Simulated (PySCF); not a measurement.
BClF3H, SMILES `Cl.FB(F)F`.

Level of theory: CAM-B3LYP/def2-SVP (PySCF), at a geometry from GFN2-xTB. GFN2-xTB bond lengths at metals and heavier atoms can be off by up to 0.1 Å and shapes distorted, which carries into these values.

Input

```python
import numpy as np
from pyscf import gto, scf, dft
from pyscf.scf import atom_ks, atom_hf
from scipy.linalg import block_diag
from pyscf.dispersion import dftd3

def solve(mol, dm0=None, hcore=None):
    mf = (dft.UKS if mol.spin else dft.RKS)(mol, xc='camb3lyp')
    mf.grids.level = 3
    mf = mf.density_fit(auxbasis='def2-universal-jkfit')
    mf.conv_tol, mf.max_cycle = 1e-8, 80
    if hcore is not None:
        mf.get_hcore = lambda *args: hcore
    mf.kernel(dm0)
    if not mf.converged:
        mf = mf.newton().run(mf.mo_coeff, mf.mo_occ, max_cycle=30)
    assert mf.converged, 'SCF not converged'
    return mf

mol = gto.M(atom='''
Cl     1.63089    -0.11169    -0.00268
H      1.91109     1.14103     0.01149
F     -0.99675    -0.72827     1.06707
B     -0.81215     0.01276     0.00080
F     -0.85482     1.32300     0.12195
F     -0.99016    -0.51763    -1.18568
''', basis='def2-svp', charge=0, spin=0, verbose=4)
mol_a = gto.M(atom='''
Cl     1.63089    -0.11169    -0.00268
H      1.91109     1.14103     0.01149
ghost-F     -0.99675    -0.72827     1.06707
ghost-B     -0.81215     0.01276     0.00080
ghost-F     -0.85482     1.32300     0.12195
ghost-F     -0.99016    -0.51763    -1.18568
''', basis='def2-svp', charge=0, spin=0, verbose=4)
mol_b = gto.M(atom='''
ghost-Cl     1.63089    -0.11169    -0.00268
ghost-H      1.91109     1.14103     0.01149
F     -0.99675    -0.72827     1.06707
B     -0.81215     0.01276     0.00080
F     -0.85482     1.32300     0.12195
F     -0.99016    -0.51763    -1.18568
''', basis='def2-svp', charge=0, spin=0, verbose=4)
ab, a, b = solve(mol), solve(mol_a), solve(mol_b)
e_int = ab.e_tot - a.e_tot - b.e_tot
print('counterpoise-corrected interaction energy / kcal/mol', e_int * 627.5095)
def disp(atoms, charge):
    m = gto.M(atom=atoms, charge=charge, basis='sto-3g', spin=None, unit='Bohr', verbose=0)
    return dftd3.DFTD3Dispersion(m, xc='camb3lyp', version='d3bj').get_dispersion()['energy']
e_disp = disp(mol._atom, mol.charge) - disp(mol._atom[:2], mol_a.charge) - disp(mol._atom[2:], mol_b.charge)
print('D3(BJ) part / kcal/mol', e_disp * 627.5095)
# spherically averaged free atoms, for the promolecule
atm = atom_ks.get_atm_nrks(mol, xc='camb3lyp')
pro = block_diag(*[(atm[a[0]][2] * atm[a[0]][3]) @ atm[a[0]][2].T for a in mol._atom])
np.savez('result.npz', e_int=e_int, e_disp=e_disp, dm_a=a.make_rdm1(), dm_b=b.make_rdm1(), c=ab.mo_coeff, occ=ab.mo_occ, eps=ab.mo_energy, pro=pro, d=[f.dip_moment(verbose=0) for f in (ab, a, b)])
```

Launched as:

```sh
OMP_NUM_THREADS=1 python input.py
```

The run took 13 s on 1 thread of Intel(R) Xeon(R) Platinum 8488C (Sapphire Rapids) (shared host), peak memory 0.4 GiB.

Partitions, critical points and surface values were worked out afterwards from this run's density.

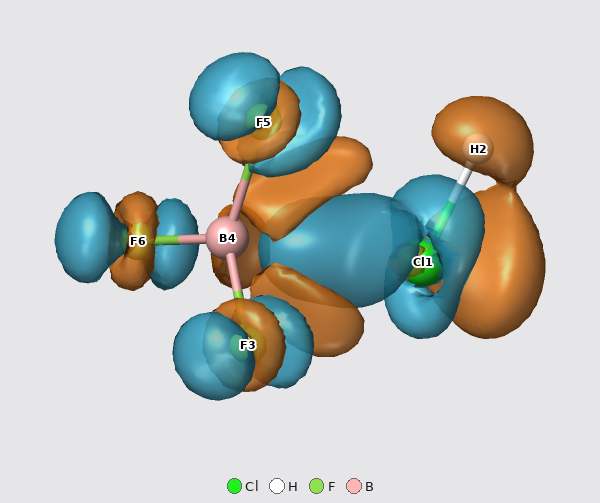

Density of the complex less the densities of the two fragments at the same geometry, ±0.008 e/Å³ (light blue: gain, orange: loss). Fragment A: HCl (atoms 1–2); fragment B: BF3.

Q: Which way does charge flow?

A: Hirshfeld charges show 0.048 e passing from A to B. By Hirshfeld charges, electrons gather most on F5 (−0.021 e) and leave Cl1 most (+0.029 e); 0.13 e is displaced in all, which induces a dipole of 0.96 D.

Q: What is the interaction energy, and which contacts carry it?

A: The counterpoise-corrected interaction energy of the frozen fragments is −0.6 kcal/mol without dispersion correction and −1.5 kcal/mol with D3(BJ). The pair geometry is semi-empirical, not a minimum at this level. Contacts: Cl1···B4, 2.45 Å, ρ = 0.032 a.u. The pose is a local one from a semi-empirical search, not shown to be the most stable.
